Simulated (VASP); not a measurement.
Band structure of HgTe (space group P3_221). All values below come from r2SCAN meta-GGA, VASP's PBE PAW potentials (set 64) (plane waves; VASP 6.6.1).

Unless said otherwise, spin-orbit coupling is left out, though it shifts the bands of the heavy elements here.

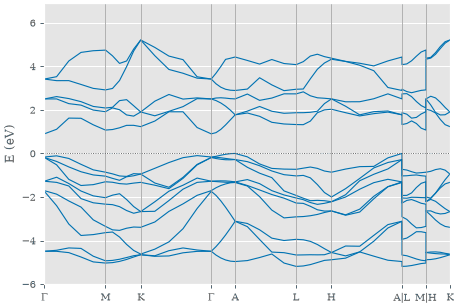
Bands along high-symmetry lines, zero at the valence-band maximum or, without a gap, the Fermi level

### Question
Read the plot: is there a gap, and where are the band edges?

### Answer
The gap is indirect, 0.90 eV, from the valence maximum at A to the conduction minimum at Γ.

The structure comes from a computed database's HgTe entry (P3_221); how it stands against other phases isn't given here. It was relaxed first.
